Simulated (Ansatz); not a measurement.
Computed with PBE (plane waves to 420 eV, PAW; Ansatz, a program for electronic structure).

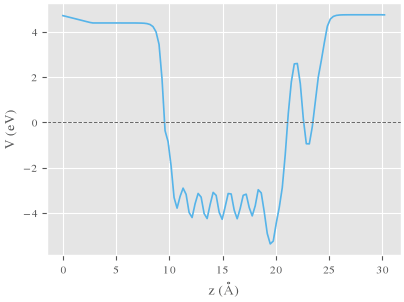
Figure: Electrostatic potential energy of an electron, averaged over planes parallel to the surface, in eV from the Fermi level, for SiCl3 on the (100) surface of germanium (p(2x2) alternately buckled dimers; a constructed slab, bottom: dihydride, held), one in a cell of 66 Å², started at the site 'bridge Ge-Ge (span 4.1 Å)'

Model: 44-atom slab, 11.3 Å thick at the start with caps and adatoms under the adsorbate (thin: gaps and levels are the slab's own), 3x3x1 mesh, Fermi-Dirac 0.01 eV, dipole correction, 24 atoms held, the rest relaxed; no symmetry held; spin-polarised, no spin-orbit, no U, no dispersion correction. The slab shows no gap over 0.04 eV on its mesh. The starting moment vanished. At the end it is bonded to Ge. In PBE it is, or lies within 0.03 eV of, the lowest of the starts that converged.

The vacuum level lies 4.75 eV above the Fermi level over the top face and 4.39 eV above it under the bottom face.
